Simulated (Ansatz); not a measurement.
**A computed series for WSe2: pressure series**

Take WSe₂ (space group P6_3/mmc, No. 194; a = 3.279 Å, c = 12.786 Å; layered, stacked along the Cartesian z axis) as the base.

Cell and atoms are relaxed at each pressure.

Computed with DFT with PBE-D3(BJ), PAW potentials and a 420 eV plane-wave cutoff in Ansatz (a first-principles code), no spin-orbit coupling.

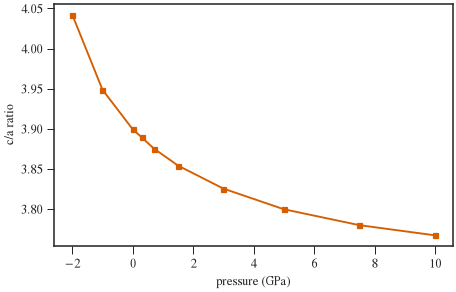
*c/a ratio against pressure*

From the plot, what is the c/a ratio for pressure 0.7 GPa?

About 3.88.

Is the trend monotonic over the range shown?

Yes, it falls throughout, spanning 3.767 to 4.042.

Load acts through the strain it causes; cell and atoms are relaxed under it. No phonon test of stability was made. Competing high-pressure phases were not computed.
